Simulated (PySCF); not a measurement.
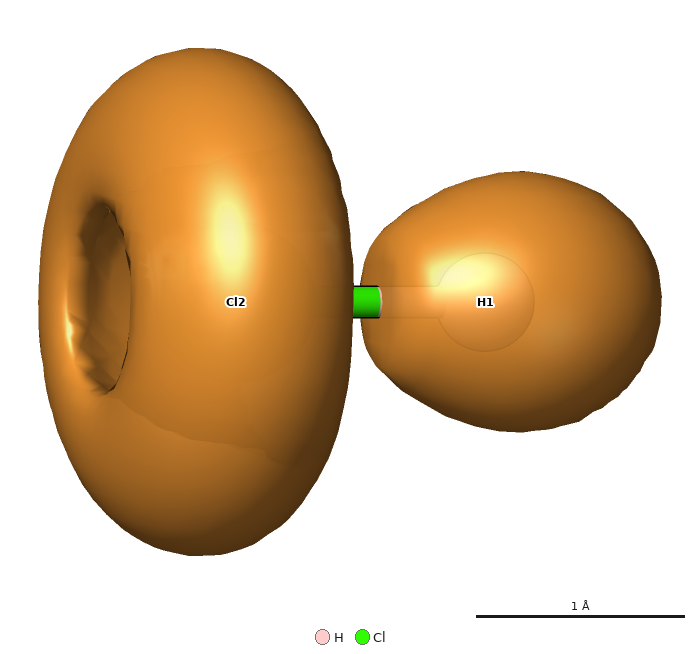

*HCl. Isosurface of the electron localisation function at 0.85 (orange), seen from one side. Only the valence region is drawn (cores and ρ < 0.01 e/Å³ removed).*

All numbers below come from PBE0/def2-TZVPPD, non-relativistic Hamiltonian with scalar-relativistic core potentials where named, at a bond length of 1.279 Å (PySCF 2.14.0).

```xyz
2

H     0.0000    0.0000   -1.2432
Cl    0.0000    0.0000    0.0358
```

> Describe the localisation domains.

The surface consists of one region around a hydrogen nucleus and one ring or bowl of non-bonding electrons around Cl.

Values along the shortest contacts:
Cl–H (1.28 Å): the ELF climbs to about 1 towards the hydrogen, as it does in any bond to H.
